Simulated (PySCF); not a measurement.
**C5H7FSi: density, localisation and related maps**

```xyz
14

C     2.1014    0.1112   -0.0720
C     0.6137    0.0694   -0.0122
C    -0.1705    1.1052    0.3104
F     0.3030    2.3350    0.6256
C    -1.6114    0.9175    0.3287
C    -2.0285   -0.3125    0.0111
Si   -0.5312   -1.3979   -0.3610
H     2.4450   -0.1483   -1.0734
H     2.4778    1.1004    0.1835
H     2.5257   -0.6167    0.6196
H    -2.2454    1.7522    0.5889
H    -3.0715   -0.5772   -0.0105
H    -0.4620   -1.8458   -1.7515
H    -0.3468   -2.4932    0.5907
```

Geometry: GFN2-xTB.

Computed with PySCF, wB97X-D/def2-SVPD, SCF density, gas phase.

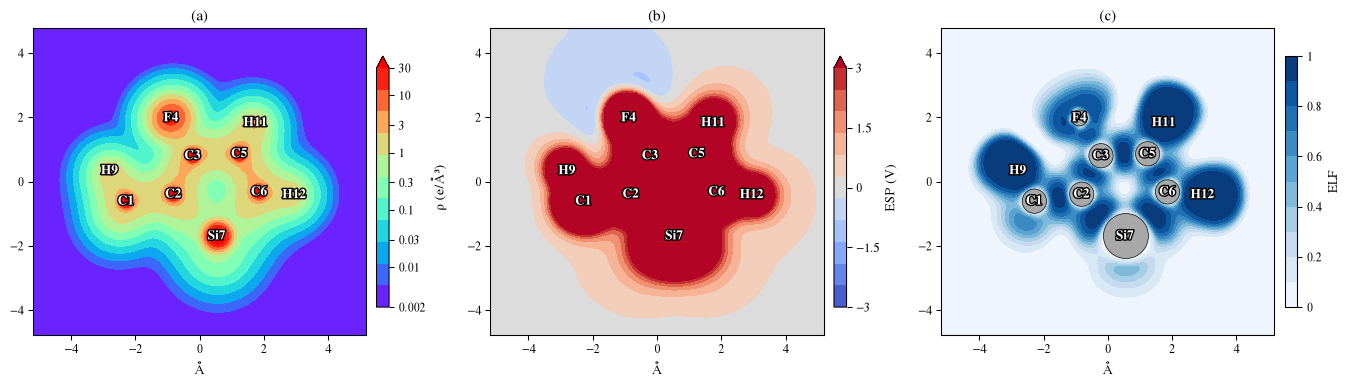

Figure 1. (a) electron density; (b) molecular electrostatic potential; (c) electron localisation function on the plane of atoms C1, C2 and Si7. Grey discs cover the atomic cores in the ELF map.

Interpret the plot.

Answer. The section cuts through C, F, Si and H sites.
C–C (1.34 Å): the density is about 2.3 e/Å³ at the midpoint; the ELF peaks at about 0.90 between the atoms (a short, multiple covalent bond).
C–F (1.36 Å): ρ is about 2.2 e/Å³ halfway, with its minimum of 1.6 e/Å³ about 0.5 Å from C; the ELF peaks at about 0.85 between the atoms; a polar covalent bond.
C–Si (1.89 Å): ρ at the midpoint is about 0.93 e/Å³; the ELF peaks at about 0.95 between the atoms (a shared electron pair).
C–H (1.08 Å): ρ is about 2 e/Å³ halfway; the ELF climbs to about 1 towards the hydrogen, as it does in any bond to H: an ordinary covalent bond to hydrogen.
C–C (1.45 Å): ρ is about 1.9 e/Å³ halfway; the ELF peaks at about 0.95 between the atoms (localised, covalent bonding).
The ELF also peaks beside F4, away from the bonds: lone-pair regions.
Outside the dense part of the molecule the potential is most negative (−0.9 V) near F4.

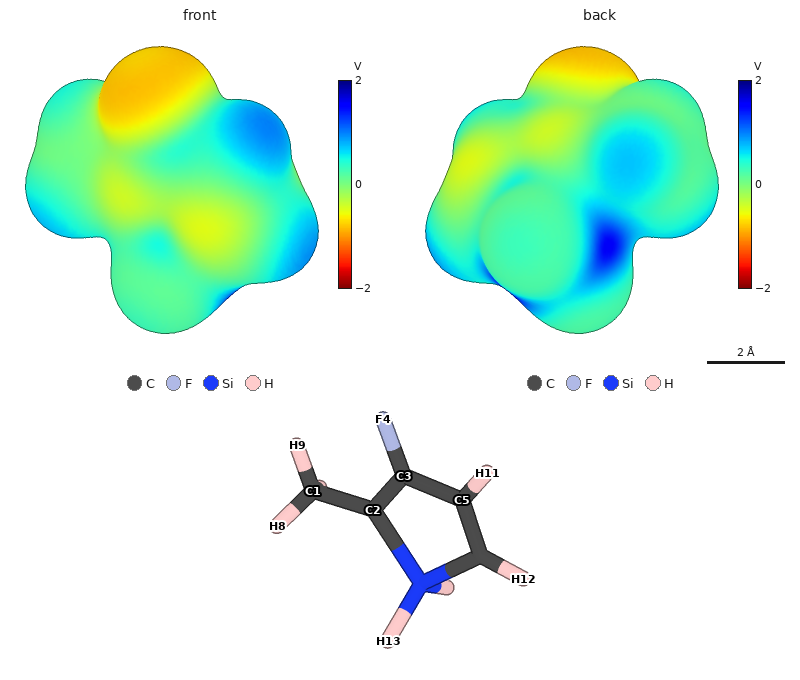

Figure 2. The molecular electrostatic potential painted on the density surface at 0.002 e/bohr³, seen from the front and from behind; red is negative and blue positive. The bare structure is drawn below in the same view.

Describe the electrostatic potential map.

Answer. The most negative region (about −0.8 V, or −18 kcal/mol for a unit charge) lies over F4, the most positive (about +1.5 V, or +35 kcal/mol for a unit charge) over Si7.
